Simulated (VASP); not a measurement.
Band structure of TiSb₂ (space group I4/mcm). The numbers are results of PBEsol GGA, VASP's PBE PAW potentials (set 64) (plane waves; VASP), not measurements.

Unless said otherwise, spin-orbit coupling is left out, though it shifts the bands of the heavy elements here.

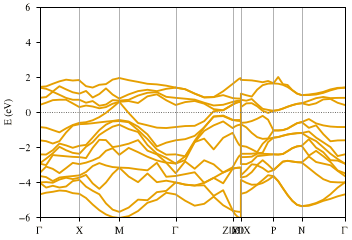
Figure: Bands along high-symmetry lines, zero at the valence-band maximum or, without a gap, the Fermi level

### Question
Read the plot: is there a gap, and where are the band edges?

### Answer
It has no gap at this level: it comes out as a metal or semimetal.

The structure comes from a computed database's TiSb2 entry (I4/mcm); how it stands against other phases isn't given here. The cell was not relaxed at this level.
